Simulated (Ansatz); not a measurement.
Potential energy curve for SMILES CCl. The C1–Cl5 bond (C1 also carries H, H, H; Cl5 carries nothing else) is pulled apart rigidly from the PBE0/def2-TZVP optimised geometry.

```
5

C      0.0000     0.0000     0.0000
H      0.8923    -0.5152    -0.3476
H     -0.8923    -0.5152    -0.3476
H      0.0000     1.0304    -0.3476
Cl     0.0000     0.0000     1.7732
```

Computed with: RMP2 = MP2 on RHF/cc-pVTZ, frozen core in Ansatz (a program for electronic structure); RKS-PBE0 = restricted PBE0/cc-pVTZ (Ansatz); UHF/cc-pVTZ (Ansatz); RCCSD = CCSD on RHF/cc-pVTZ, frozen core run with Ansatz; UMP2 = Ansatz with MP2 on UHF/cc-pVTZ, frozen core.

Energies are in kcal/mol, each relative to the lowest point of its own curve near equilibrium.

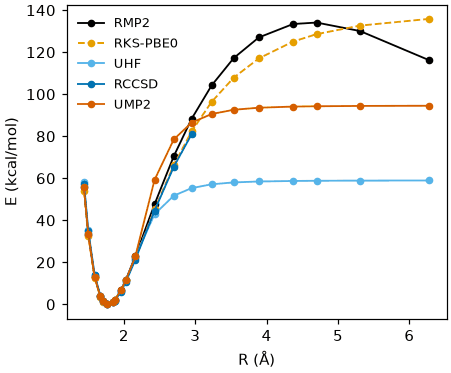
Energy against bond length for each method.

| R / Å | RMP2 | RKS-PBE0 | UHF | RCCSD | UMP2 |
|---|---|---|---|---|---|
| 1.44 | 55.8 | 54.0 | 58.3 | 57.1 | 55.8 |
| 1.50 | 33.7 | 32.6 | 35.5 | 34.7 | 33.7 |
| 1.59 | 13.1 | 12.6 | 14.0 | 13.7 | 13.1 |
| 1.67 | 3.8 | 3.6 | 4.2 | 4.1 | 3.8 |
| 1.71 | 1.4 | 1.3 | 1.6 | 1.6 | 1.4 |
| 1.77 | 0.0 | 0.0 | 0.0 | 0.0 | 0.0 |
| 1.85 | 1.2 | 1.2 | 1.1 | 0.9 | 1.2 |
| 1.87 | 2.0 | 1.9 | 1.8 | 1.6 | 2.0 |
| 1.96 | 6.8 | 6.6 | 6.5 | 6.1 | 6.8 |
| 2.03 | 11.8 | 11.4 | 11.6 | 10.8 | 11.8 |
| 2.16 | 22.8 | 21.9 | 22.7 | 21.3 | 22.8 |
| 2.43 | 47.7 | 45.3 | 42.9 | 44.6 | 59.3 |
| 2.70 | 70.6 | 66.4 | 51.7 | 65.5 | 78.5 |
| 2.95 | 88.4 | 82.4 | 55.3 | 81.0 | 86.5 |
| 3.23 | 104.2 | 96.4 | 57.1 | — | 90.6 |
| 3.54 | 117.2 | 107.9 | 58.0 | — | 92.6 |
| 3.89 | 127.0 | 117.0 | 58.5 | — | 93.6 |
| 4.37 | 133.4 | 125.0 | 58.7 | — | 94.1 |
| 4.70 | 134.1 | 128.6 | 58.8 | — | 94.3 |
| 5.31 | 130.1 | 132.7 | 58.9 | — | 94.4 |
| 6.28 | 116.2 | 135.9 | 59.0 | — | 94.5 |

At the longest distance, 6.28 Å, RKS-PBE0 lies highest above its minimum (135.9 kcal/mol) and UHF lowest (59.0 kcal/mol).

The RMP2 curve passes through a maximum at 4.70 Å and then falls by 18.0 kcal/mol up to the last usable point.

Dashes: no converged value, or the column stops at the first point that the program doubted or that broke a chosen test of continuity, which isn't proof of a fault.

The restricted form behind RMP2, RKS-PBE0 keeps the bonding electrons paired and can't separate into open-shell fragments. The T1 diagnostic of CCSD on the restricted reference of RMP2, RCCSD exceeds 0.045 at 2.95 to 6.28 Å. The unrestricted determinant behind UHF, UMP2 is spin-contaminated at 2.43 to 6.28 Å (<S²> up to 1.0, against 0.00 for a pure singlet).
